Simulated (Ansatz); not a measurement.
```yaml
atoms:
  - { symbol: N, position_ang: [-0.8547, -1.1165, -0.2388] }
  - { symbol: Si, position_ang: [0.5106, -0.2862, -0.7367] }
  - { symbol: H, position_ang: [-0.7054, -1.6480, 0.6166] }
  - { symbol: H, position_ang: [1.2506, 0.5837, 0.2980] }
  - { symbol: H, position_ang: [0.1273, 0.7464, -1.7849] }
```

Geometry: PBE0-D4/def2-TZVPD; the highest occupied orbital lies above zero, a sign that basis and functional describe the outermost electron poorly.

Computed with isolated molecule in a Gaussian basis; Kohn-Sham density functional theory, functional PBE0 in Ansatz.

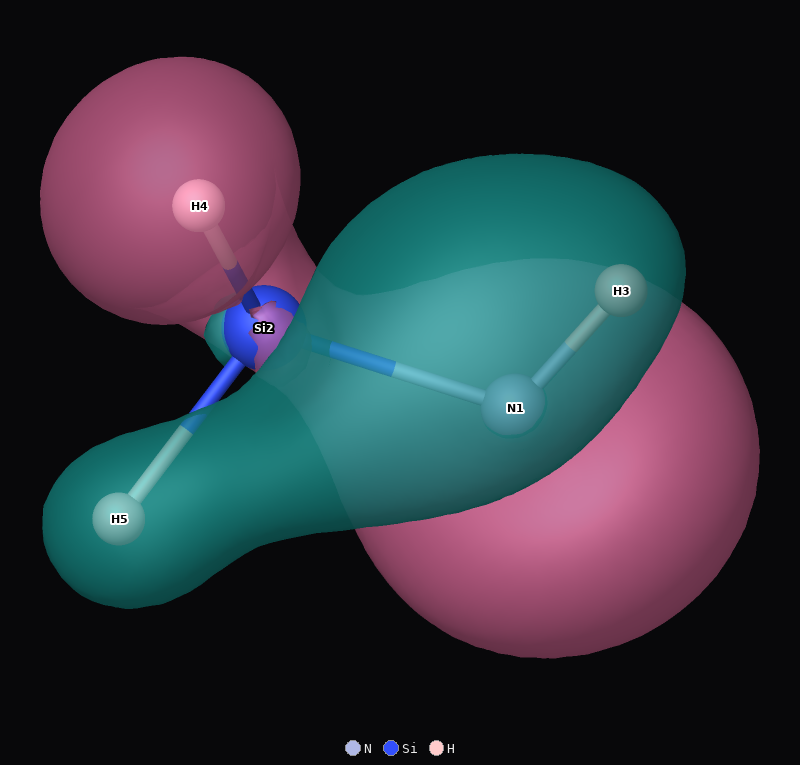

H$_{3}$NSi (SMILES [NH-][SiH2]) (charge −1, doublet). The HOMO−1 (α) at ±0.08 Å⁻³ᐟ² (teal and pink are the two phases), seen at a tilt.

Where does this orbital lie, and at what energy?

It lies mainly on N1 (about 65 %) and Si2 (about 20 %). Its energy is −1.40 eV.
